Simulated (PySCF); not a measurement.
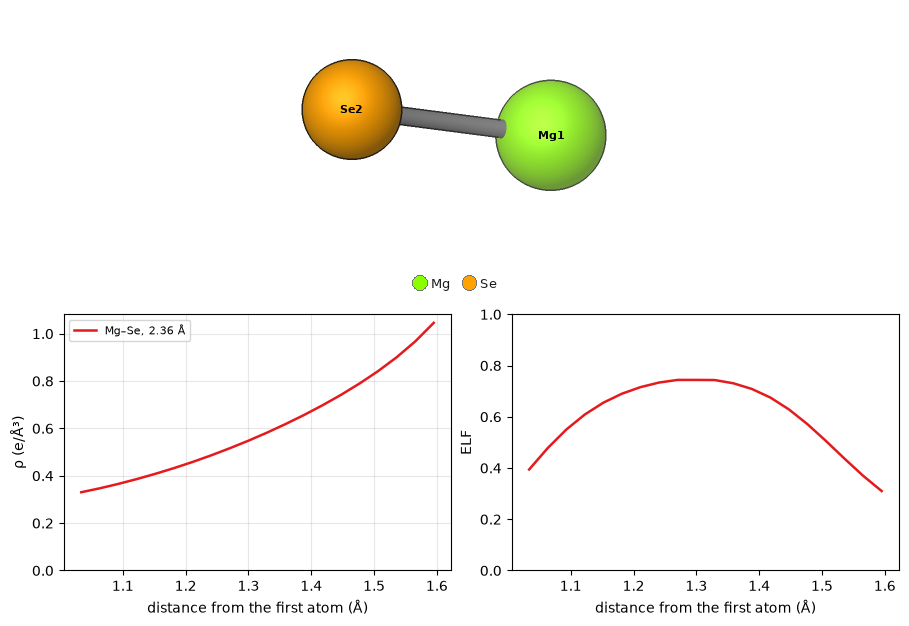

The picture shows: MgSe (charge −1, doublet). Total electron density and ELF along straight lines between neighbouring atoms. The curves leave out the atomic cores. The structure is drawn too.

All numbers below come from PBE0/aug-cc-pVDZ(-PP), non-relativistic Hamiltonian with scalar-relativistic core potentials where named, at a bond length of 2.363 Å (PySCF).

Q: What can be read from the curves?

A: Mg–Se (2.36 Å): ρ at the midpoint is about 0.43 e/Å³; the ELF peaks at about 0.75 in the valence shell of Se, 1.1 Å from its nucleus, and falls to about 0.05 next to Mg; an ionic contact with no shared pair.
